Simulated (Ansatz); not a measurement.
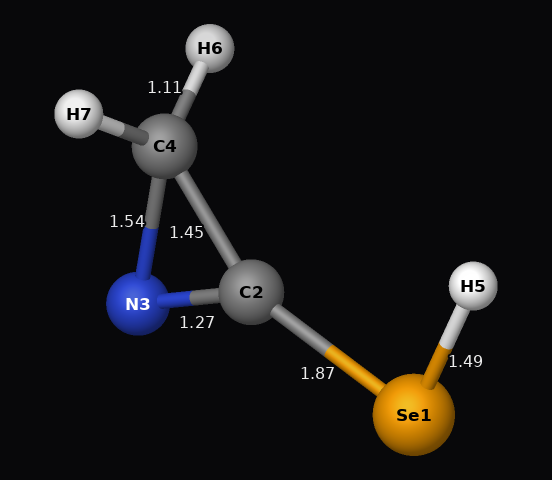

The numbers beside the sticks are distances in Å. Sticks don't show bond order. The geometry was computed by an optimisation with PBE-D4/def2-SVP. No frequency run is at hand to confirm it as a minimum.

Question: Which of the marked bonds are single, double, triple or aromatic?

Answer: Se1–C2 single; Se1–H5 single; C2–N3 double; C2–C4 single; N3–C4 single; C4–H6 single.

Question: Give the structure as SMILES.

Answer: [SeH]C1=NC1
